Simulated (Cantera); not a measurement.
Feed: 1 mol Fe(CO)5, a varied amount of H2, held at 800 °C and 100000 Pa.

Method: chemical equilibrium by Gibbs-energy minimisation in Cantera with the NASA 1993 tables (ideal gas, pure condensed phases). Candidate condensed phases: C, C6H6, C7H8, C8H18, Fe, Fe(CO)5, FeO, Fe(OH)2, Fe(OH)3, Fe2O3, Fe3O4, H2O; 114 gas species. Condensed phases not in the tables: cementite and carbon dissolved in iron. Kinetics and transport are ignored.

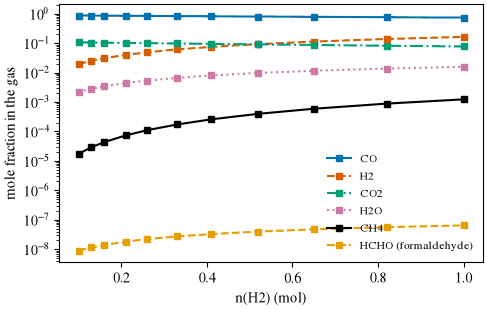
*Equilibrium gas composition (values under 1e-9 drawn at 1e-9)*

From 0.1 mol H2 to 1 mol H2 the condensed part is C(graphite) + Fe(α).
